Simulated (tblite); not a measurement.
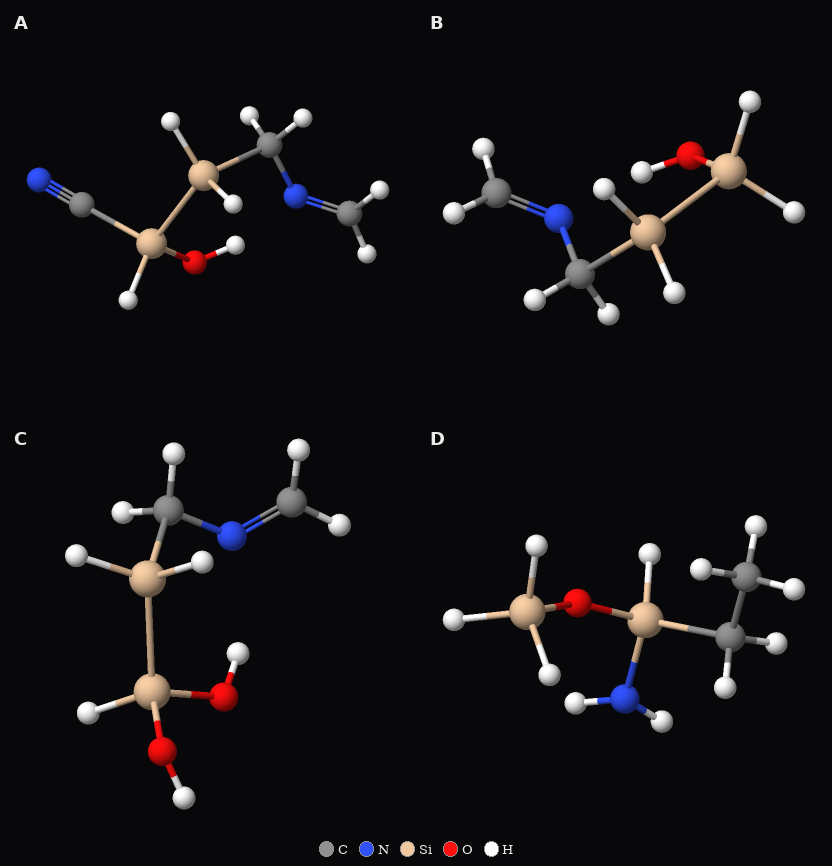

Figure made from data computed with tblite.

> Match each picture to its SMILES.
(1) CC[Si@@H](N)O[SiH3]
(2) C=NC[SiH2][SiH](O)O
(3) C=NC[SiH2][SiH2]O
(4) C=NC[SiH2][Si@H](O)C#N

A is (4), B is (3), C is (2), D is (1).
